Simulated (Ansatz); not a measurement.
# Run report: Ni, geometry relaxation (part 1 of 2)

The run: geometry relaxation of Ni (interface cell, 20 atoms in the cell). Method and program: DFT PBEsol, scalar-relativistic, plane waves, PAW (Ansatz 0.2.0).

The structure derives from an entry of the Crystallography Open Database. The run did not end well. It belongs to a series of runs on one base structure; here: symmetric tilt boundary Sigma 5 (2 1 0), mirror on a plane, shift [0.5, 0]. Figures and captions count atoms from 1; the log counts them from 0 in places.

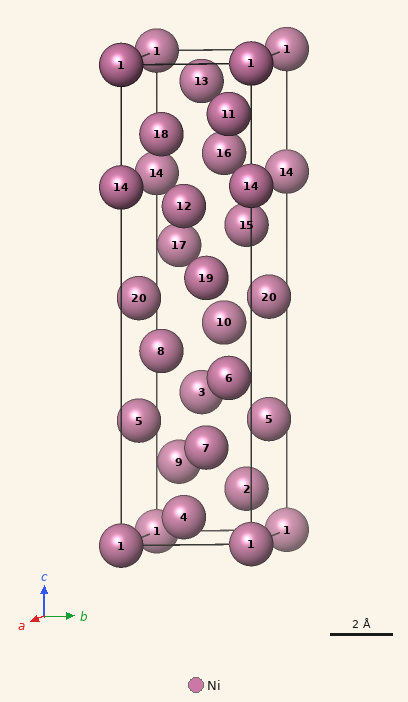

**Figure 1.** The starting structure (spheres-only view of the cell of the calculation, seen slightly off an axis; atoms are numbered from 1 in the order of the input).

The input:
```yaml
crystal:
  lattice:
    - [3.4631454478, 0.0, 0.0]
    - [-1.7315727239, 3.8719143186, 0.0]
    - [0.0, 0.0, 15.7876572745]
  atoms:
    - { symbol: Ni, position: [0.0, 0.0, 0.0], spin: 0.73 }
    - { symbol: Ni, position: [0.4, 0.8, 0.0980997814], spin: 0.73 }
    - { symbol: Ni, position: [0.2, 0.4, 0.2942993442], spin: 0.73 }
    - { symbol: Ni, position: [0.7, 0.4, 0.0490498907], spin: 0.73 }
    - { symbol: Ni, position: [0.5, 0.0, 0.2452494535], spin: 0.73 }
    - { symbol: Ni, position: [0.9, 0.8, 0.3433492349], spin: 0.73 }
    - { symbol: Ni, position: [0.8, 0.6, 0.1961995628], spin: 0.73 }
    - { symbol: Ni, position: [0.6, 0.2, 0.3923991256], spin: 0.73 }
    - { symbol: Ni, position: [0.1, 0.2, 0.1471496721], spin: 0.73 }
    - { symbol: Ni, position: [0.3, 0.6, 0.4414490163], spin: 0.73 }
    - { symbol: Ni, position: [0.9, 0.8, 0.8923991256], spin: 0.73 }
    - { symbol: Ni, position: [0.7, 0.4, 0.6961995628], spin: 0.73 }
    - { symbol: Ni, position: [0.2, 0.4, 0.9414490163], spin: 0.73 }
    - { symbol: Ni, position: [1.0, 0.0, 0.7452494535], spin: 0.73 }
    - { symbol: Ni, position: [0.4, 0.8, 0.6471496721], spin: 0.73 }
    - { symbol: Ni, position: [0.3, 0.6, 0.7942993442], spin: 0.73 }
    - { symbol: Ni, position: [0.1, 0.2, 0.5980997814], spin: 0.73 }
    - { symbol: Ni, position: [0.6, 0.2, 0.8433492349], spin: 0.73 }
    - { symbol: Ni, position: [0.8, 0.6, 0.5490498907], spin: 0.73 }
    - { symbol: Ni, position: [0.5, 1.0, 0.5], spin: 0.73 }
basis:
  ecutwfc: 420
kpoints:
  mp_grid: { grid: [10, 10, 3] }
hamiltonian:
  xc: pbesol
scf:
  occupations: { method: gaussian, width: 0.1 }
  lower_state_search: "off"
output:
  forces: true
  stress: true
  eigenvalues: true
  populations: true
  write_density: true
  write_potential: true
  elf: true
  volumetric_format: npy
magnetization:
  spin_polarized: true
relax:
  adjacent_minimum: "off"
  f_tol: 0.02
  max_steps: 60
  cell: { fix: [a, b, alpha, beta, gamma], stress_tol: 0.1 }
```

Launch command:
```bash
ansatz run input.yaml --threads 4 --pin off --max-ram 12288MiB --backend cpu --events-out ev --progress --plain --runs-dir out
```

Output:
```
Engine: ansatz 0.2.0, aarch64-unknown-linux-gnu
Pseudopotentials: kind: paw
Pseudopotential: Ni, paw, valence charge 18, recommended cutoff 420 eV (normal), Ni.paw.azcp
Functional definition: PBEsol
  exchange = pbesol_x
  correlation = pbesol_c
Crystal: 20 atoms, lattice volume = 211.697 Å³
Basis set: ecut = 420 eV, 4121 PW (Γ), exchange–correlation on 48×60×216 points (8 copies of the dense FFT grid, shifted against one another)
Bands: 225, of which v1, the nominal top of the filled ones, is band 180 counted from 1 (179 counted from 0)
Symmetry: 4 space group operations
Space group: Cmc21 (ITA 36), of the structure as read, at distance tolerance 6.0e-5 Å
Magnetic group: BNS 36.172 (UNI 270), of the structure as read, at distance tolerance 6.0e-5 Å
k-points: 62 of 300 (time reversal used)
Non-local potential: Ni, projectors of the file, l = 0: 3, l = 1: 2, l = 2: 3, l = 3: 1
PAW form: soft (Blöchl's): semilocal exchange-correlation on the pseudo side does not see the compensation charge
PAW frozen core: Ni, regenerated for the run's functional, and the local potential with it (the file was generated under x = pbe(κ = 0.804, μ = 0.2195149727645171), c = pbe(β = 0.06672455060314922))
PAW one-centre angular grid: Ni, 590 points (default); XC on 64 Gauss nodes
Initial density: superposition of atomic densities (chi_scale 0.1, normalization cell)
Starting moments: Σ|m| = 14.6 μB on 20 of 20 sites
Initial wavefunctions: pseudopotential atomic-orbital guess
Functional: x = pbesol(κ = 0.804, μ = 0.12345679012345678), c = pbesol(β = 0.046)
iter 1 solved again at ethr=2.24e-3 eV; its pass at ethr=3.10e-3 eV (dr2=8.07e0 eV) is discarded
```
